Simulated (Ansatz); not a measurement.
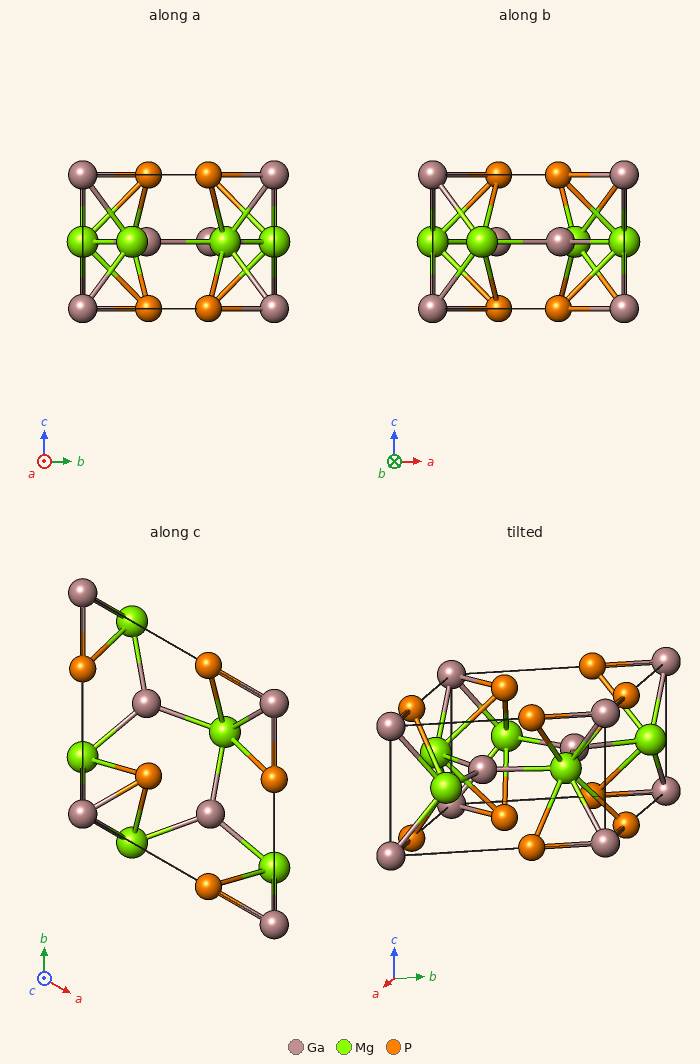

This ball-and-stick model is shown along the a axis, along the b axis, along the c axis and slightly off an axis. The edges of the conventional unit cell are marked.

Lattice parameters: a = 6.896 Å, b = 6.896 Å, c = 4.167 Å, α = 90.00°, β = 90.00°, γ = 120.00°.

### Transcribe the picture into a table of Wyckoff sites, with free fractional coordinates to two decimals.

Space group P-62m (No. 189).
| atom | site | x | y | z |
| --- | --- | --- | --- | --- |
| Ga | 1a | 0.00 | 0.00 | 0.00 |
| Ga | 2d | 0.6667 | 0.3333 | 0.50 |
| Mg | 3g | 0.00 | 0.26 | 0.50 |
| P | 3f | 0.00 | 0.66 | 0.00 |

The initial geometry was a generated cell, made by putting these elements into a known structure type (the compound may or may not exist in this form). The atoms were relaxed in a fixed cell with DFT, PAW plane waves, PBE (Ansatz 0.2.0).
